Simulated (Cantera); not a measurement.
Input: 1 mol BN, a varied amount of F₂, 58 mol H₂, 19 mol O₂, equilibrated at 802 °C and 0.100 bar.

Method: chemical equilibrium by Gibbs-energy minimisation in Cantera with the NASA 1993 tables (ideal gas, pure condensed phases). Candidate condensed phases: B, BN, B₂O₃, B₃O₃H₃, H₂O; 62 gas species. Gases not in the tables: H₃BO₃. Equilibrium is a limit: real reactors are often held back by kinetics, nucleation or transport.

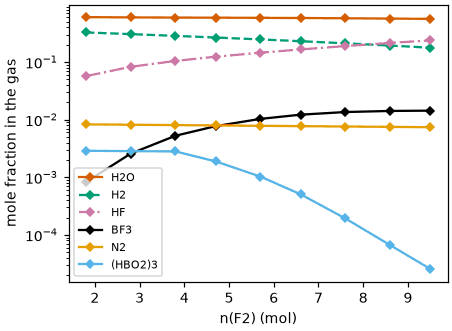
Figure: Equilibrium gas composition (values under 1e-9 drawn at 1e-9)

From 1.8 mol F₂ to 3.8 mol F₂ the condensed part is B₂O₃(l). From 4.7 mol F₂ to 9.5 mol F₂ nothing is condensed.
